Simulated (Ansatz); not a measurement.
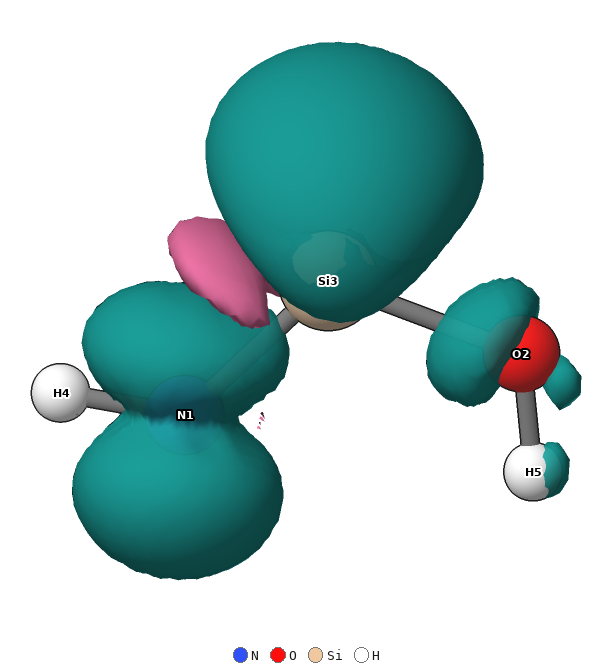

H2NOSi (SMILES N=[Si]O) (doublet). Isosurfaces of the spin density (α minus β) at +0.02 (teal) and −0.02 e/Å³ (pink), seen at a tilt.

Geometry: r2SCAN-D4/def2-SVP.

Method: Ansatz 0.2.0, isolated molecule in a Gaussian basis; Kohn-Sham density functional theory, functional PBE0.

```xyz
5

N    -0.9862   -0.1645    0.3634
O     1.5870   -1.0890   -0.2033
Si    0.6131   -0.0296    0.6236
H    -1.7269    0.3964    0.7810
H     1.1158   -1.7090   -0.7808
```

> Which atoms carry the spin?

The unpaired spin (1 electron) lies mostly on Si3 (about 0.5) and N1 (about 0.4), in electrons by Hirshfeld's partition.
